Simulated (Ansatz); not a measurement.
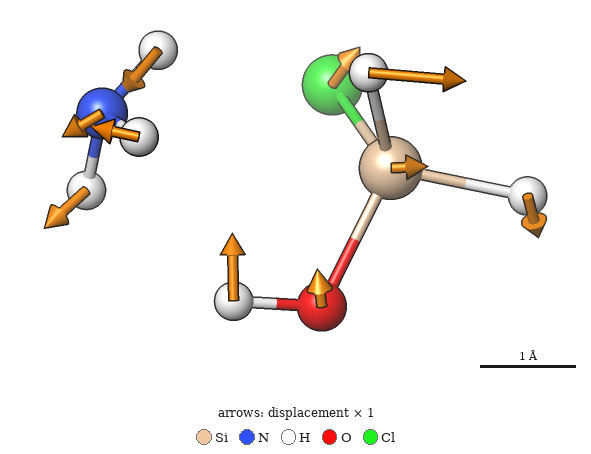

This is a relaxation of SiNH6OCl. The starting structure is drawn; orange arrows show the displacements, at their true length. The two geometries are superimposed by the best rigid fit.

The picture is a ball-and-stick view, seen at a tilt.

The run prepares an end point of a later path (reaction) calculation, from a guessed geometry.

The calculation used Ansatz 0.2.0, RKS PBE0-D4/def2-SVP.

Input file:
```yaml
crystal:
  periodic: [false, false, false]
  atoms:
    - { symbol: Si, position_ang: [-0.737642, 0.927874, -0.593165] }
    - { symbol: "N", position_ang: [1.32906, -0.966327, 0.808329] }
    - { symbol: H, position_ang: [0.656603, 1.129296, -1.063569] }
    - { symbol: H, position_ang: [-1.690938, 1.791519, -1.327404] }
    - { symbol: O, position_ang: [-1.287922, -0.617505, -0.791823] }
    - { symbol: H, position_ang: [1.267725, 0.020192, 1.043825] }
    - { symbol: Cl, position_ang: [-0.818753, 1.574833, 1.416215] }
    - { symbol: H, position_ang: [1.461468, -1.105282, -0.186304] }
    - { symbol: H, position_ang: [0.511566, -1.452538, 1.16383] }
    - { symbol: H, position_ang: [-0.691068, -1.302061, -0.469935] }
basis:
  gaussian: { orbitals: def2-SVP }
hamiltonian:
  xc: pbe0
  dispersion: d4
relax:
  f_tol: 0.03
  max_steps: 50
```

Command:
```bash
ansatz run input.yaml --threads 2 --pin off --max-ram 3072MiB --backend cpu --events-out ev --progress --plain --runs-dir out
```

Question: Which element moves most?

Answer: Hydrogen: up to 1.04 Å, against 0.61 Å for chlorine.

Question: Describe the change and its energy.

Answer: The largest move after the best rigid fit is that of H3, 1.04 Å. By element the largest moves are H 1.04 Å, Cl 0.61 Å, N 0.51 Å, O 0.43 Å, Si 0.41 Å. Some distances before and after: Si1–Cl7 2.113 → 2.084 Å, O5–H10 0.964 → 0.975 Å, Si1–O5 1.652 → 1.645 Å, Si1–H3 1.485 → 1.490 Å. Bond angles that change, for instance: O5–Si1–Cl7 112.8° → 109.1°, H4–Si1–Cl7 105.6° → 108.9°, H6–N2–H9 109.6° → 112.3°. Groups turn about Si1–O5 by about 25°. Over 12 geometry steps the energy falls by 4.11 kcal/mol. Largest force component: 0.51 eV/Å at the start, 0.024 eV/Å at the end. The run took 24 s on 2 threads of Intel(R) Xeon(R) Platinum 8488C (Sapphire Rapids), on a shared host, peak memory 0.21 GiB.
